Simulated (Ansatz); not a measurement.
**One shape, several levels: singlet [N2H3]+**

Wanted: a comparison of 3 runs (B3LYP/STO-3G, r2SCAN0/STO-3G, CCSDT(Q)/STO-3G) of singlet [N2H3]+. 

The results are computed with Ansatz 0.2.0.

34 further runs of the same task are left out: 34 set aside as unsound or not needed.

## Step 1: The structure to begin with

[N2H3]+: 5 atoms, total charge +1, spin state singlet. As SMILES of the parent species, `[NH]N`. Geometry: relaxed at GFN2-xTB. This is one conformer, not always the lowest. That shape belongs to the parent species and isn't relaxed for this state.

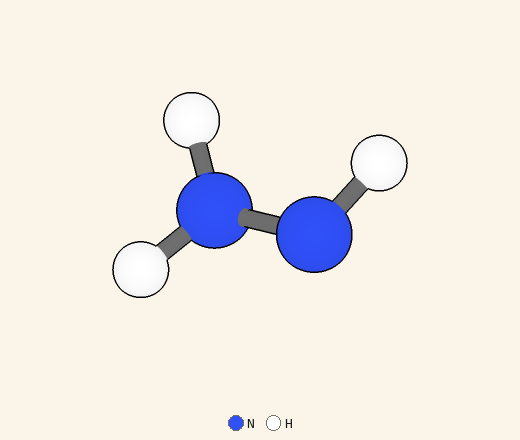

The structure, seen from a chosen angle (nitrogen blue, hydrogen white).

## Step 2: The energy at B3LYP/STO-3G (run 1)

Contents of input.yaml:

```yaml
crystal:
  periodic: [false, false, false]
  atoms:
    - {symbol: N, position_ang: [-0.174970, -0.805480, 0.447260]}
    - {symbol: "N", position_ang: [-0.126270, 0.251970, -0.365880]}
    - {symbol: H, position_ang: [0.751750, -0.989150, 0.831090]}
    - {symbol: H, position_ang: [-1.043070, 0.577800, -0.638700]}
    - {symbol: H, position_ang: [0.592550, 0.964850, -0.273770]}
basis:
  gaussian: {orbitals: STO-3G}
total_charge: 1
hamiltonian: {xc: {name: B3LYP}}
accuracy: high
```

On the command line:

```
$ ansatz run input.yaml --threads 1 --pin off --max-ram 2610MiB --events-out events.jsonl --progress --plain --runs-dir runs
```

The program printed:

```text
Warning: RAYON_NUM_THREADS=1 ignored (pool sized by the plan → 1); use --threads N
Functional definition: B3LYP
  name "B3LYP"
  parameter a0 = 0.2
  parameter ax = 0.72
  parameter ac = 0.81
  exchange = (1 - a0 - ax)*slater_x + ax*b88_x + a0*exact_x
  correlation = (1 - ac)*vwn_rpa_c + ac*lyp_c
209 factors; integrals over basis functions are off by at most 1.2e-8 eV
mean field evaluation 1: about -2979.1595 eV, gradient 1.2e1 eV
mean field evaluation 2: about -2979.1618 eV, gradient 1.3e1 eV
mean field evaluation 4: about -2979.6722 eV, gradient 2.9e-1 eV
mean field evaluation 8: about -2979.6417 eV, gradient 6.1e-3 eV
mean field evaluation 16: about -2979.6417 eV, gradient 2.3e-8 eV
mean field -2979.64170837 eV, -109.4998131091 hartree, gradient 2.2e-8 eV, S^2 0.000000; 0 other end points of the search recorded, 0 dependent functions left out
reference -2979.64173194 eV, -109.4998139750 hartree; 8, 8 occupied and 5, 5 virtual orbitals, 209 factors
Total energy: -2979.64173194 eV, -109.4998139750 hartree
```

Run time: 0.72 s. Hardware: 1 thread of Arm Neoverse V1, shared host.

## Step 3: The energy at r2SCAN0/STO-3G (run 2)

Contents of run.yaml:

```yaml
crystal:
  periodic: [false, false, false]
  atoms:
    - {symbol: N, position_ang: [-0.174970, -0.805480, 0.447260]}
    - {symbol: N, position_ang: [-0.126270, 0.251970, -0.365880]}
    - {symbol: H, position_ang: [0.751750, -0.989150, 0.831090]}
    - {symbol: H, position_ang: [-1.043070, 0.577800, -0.638700]}
    - {symbol: H, position_ang: [0.592550, 0.964850, -0.273770]}
basis:
  gaussian:
    orbitals: STO-3G
total_charge: 1
hamiltonian:
  xc: {name: r2SCAN0}
accuracy: high
```

On the command line:

```
$ ansatz run run.yaml --threads 1 --pin off --max-ram 2610MiB --events-out events.jsonl --progress --plain --runs-dir runs
```

The program printed:

```text
Warning: RAYON_NUM_THREADS=1 ignored (pool sized by the plan → 1); use --threads N
Functional definition: r2SCAN0
  name "r2SCAN0"
  parameter a = 0.25
  parameter k0 = 0.174
  parameter k1 = 0.065
  parameter a1 = 4.9479
  exchange = (1 - a)*r2scan_x(k0 = k0, k1 = k1, a1 = a1) + a*exact_x
  correlation = r2scan_c
209 factors; integrals over basis functions are off by at most 1.2e-8 eV
mean field evaluation 1: about -2977.7725 eV, gradient 1.1e1 eV
mean field evaluation 2: about -2977.7705 eV, gradient 1.2e1 eV
mean field evaluation 4: about -2978.2014 eV, gradient 3.2e-1 eV
mean field evaluation 8: about -2978.1781 eV, gradient 2.7e-3 eV
mean field evaluation 16: about -2978.1781 eV, gradient 2.8e-7 eV
mean field -2978.17807075 eV, -109.4460254186 hartree, gradient 2.6e-8 eV, S^2 0.000000; 0 other end points of the search recorded, 0 dependent functions left out
reference -2978.17807101 eV, -109.4460254281 hartree; 8, 8 occupied and 5, 5 virtual orbitals, 209 factors
Total energy: -2978.17807101 eV, -109.4460254281 hartree
```

Run time: 1.7 s. Hardware: 1 thread of Arm Neoverse V1, shared host; peak memory 0.11 GiB.

## Step 4: The energy at CCSDT(Q)/STO-3G (run 3)

Contents of input.yaml:

```yaml
crystal:
  periodic: [false, false, false]
  atoms:
    - {symbol: "N", position_ang: [-0.174970, -0.805480, 0.447260]}
    - {symbol: "N", position_ang: [-0.126270, 0.251970, -0.365880]}
    - {symbol: H, position_ang: [0.751750, -0.989150, 0.831090]}
    - {symbol: H, position_ang: [-1.043070, 0.577800, -0.638700]}
    - {symbol: H, position_ang: [0.592550, 0.964850, -0.273770]}
basis:
  gaussian: {orbitals: STO-3G}
accuracy: high
total_charge: 1
scf: {omitted_lower_state_checks: [cluster_reference, increment]}
correlation: {method: ccsdt_q, frozen_orbitals: {H: 0, "N": 1}}
```

On the command line:

```
$ ansatz run input.yaml --threads 1 --pin off --max-ram 2610MiB --events-out events.jsonl --progress --plain --runs-dir runs
```

The program printed:

```text
Warning: RAYON_NUM_THREADS=1 ignored (pool sized by the plan → 1); use --threads N
Functional definition: HF
  name "HF"
  exchange = exact_x
  correlation = 0
these checks for a lower state are left out or cut short: cluster_reference, increment
209 factors; integrals over basis functions are off by at most 1.2e-8 eV
mean field evaluation 1: about -2962.7699 eV, gradient 1.1e1 eV
mean field evaluation 2: about -2962.8365 eV, gradient 1.1e1 eV
mean field evaluation 4: about -2963.3075 eV, gradient 1.6e0 eV
mean field evaluation 8: about -2963.3363 eV, gradient 1.1e-2 eV
mean field -2963.33626638 eV, -108.9005991681 hartree, gradient 5.7e-8 eV, S^2 0.000000; 0 other end points of the search recorded, 0 dependent functions left out; unrestricted orbitals would lower it
2 core orbitals not correlated: weight in the atoms' cores, before any rotation towards them, 1.000 or more for the frozen orbitals, at most 0.000 for the correlated occupied ones
reference -2963.33626638 eV, -108.9005991681 hartree; 6, 6 occupied and 5, 5 virtual orbitals, 209 factors
second order -3.64898856 eV of doubles, -0.00000000 eV of singles
cycle   1  -4.02149424 eV  change   -3.7e-1 eV  update   1.1e-1
cycle   2  -4.38445502 eV  change   -3.6e-1 eV  update   4.6e-2
cycle   3  -4.63975411 eV  change   -2.6e-1 eV  update   2.8e-2
cycle   4  -4.62796301 eV  change    1.2e-2 eV  update   6.5e-3
cycle   5  -4.63225432 eV  change   -4.3e-3 eV  update   1.8e-3
cycle   6  -4.63266393 eV  change   -4.1e-4 eV  update   6.1e-4
cycle   7  -4.63179266 eV  change    8.7e-4 eV  update   2.4e-4
cycle   8  -4.63181803 eV  change   -2.5e-5 eV  update   1.2e-4
cycle   9  -4.63204707 eV  change   -2.3e-4 eV  update   7.0e-5
cycle  10  -4.63196121 eV  change    8.6e-5 eV  update   4.2e-5
cycle  11  -4.63195631 eV  change    4.9e-6 eV  update   2.2e-5
cycle  12  -4.63195117 eV  change    5.1e-6 eV  update   9.3e-6
cycle  13  -4.63196314 eV  change   -1.2e-5 eV  update   4.1e-6
cycle  14  -4.63196510 eV  change   -2.0e-6 eV  update   1.1e-6
cycle  15  -4.63196470 eV  change    3.9e-7 eV  update   4.7e-7
cycle  16  -4.63196495 eV  change   -2.5e-7 eV  update   2.1e-7
cycle  17  -4.63196546 eV  change   -5.1e-7 eV  update   9.6e-8
cycle  18  -4.63196510 eV  change    3.6e-7 eV  update   7.5e-8
cycle  19  -4.63196513 eV  change   -3.2e-8 eV  update   2.8e-8
cycle  20  -4.63196444 eV  change    6.9e-7 eV  update   1.8e-7
cycle  21  -4.63196444 eV  change   5.3e-10 eV  update   8.6e-8
cycle  22  -4.63196423 eV  change    2.1e-7 eV  update   4.8e-8
cycle  23  -4.63196411 eV  change    1.2e-7 eV  update   1.9e-8
cycle  24  -4.63196410 eV  change    1.2e-8 eV  update   4.5e-9
cycle  25  -4.63196409 eV  change    3.0e-9 eV  update   2.1e-9
cycle  26  -4.63196409 eV  change  -4.0e-10 eV  update  9.5e-10
perturbative correction -0.01226796 eV, -0.0004508393 hartree
Total energy: -2967.98049844 eV, -109.0712715482 hartree
Checks for a lower state left out: cluster_reference, increment
```

Run time: 0.24 s. Hardware: 1 thread of Arm Neoverse V1, shared host.

## Step 5: The series

```csv
run,level,frozen core orbitals,energy (Eh),wall time
1,B3LYP/STO-3G,–,-109.499814,0.72 s
2,r2SCAN0/STO-3G,–,-109.446025,1.7 s
3,CCSDT(Q)/STO-3G,2,-109.071272,0.24 s
```

## Step 6: Outcome

| quantity | value |
| --- | --- |
| run 3: total energy | -109.07127 Eh |
| run 3: correlation energy (2 core orbitals frozen) | -170.7 mEh |
| run 3: T1 diagnostic | 0.029 |

What this shows: Totals of different functionals can't be ranked against each other. In run 3 the log says that unrestricted orbitals would lower the reference, so the values rest on an unstable closed-shell determinant (other closed-shell runs at this shape may share the fault). In runs 1, 2, 3 the basis is minimal, so the values are rough. All runs together took 2.6 s, the longest 1.7 s.
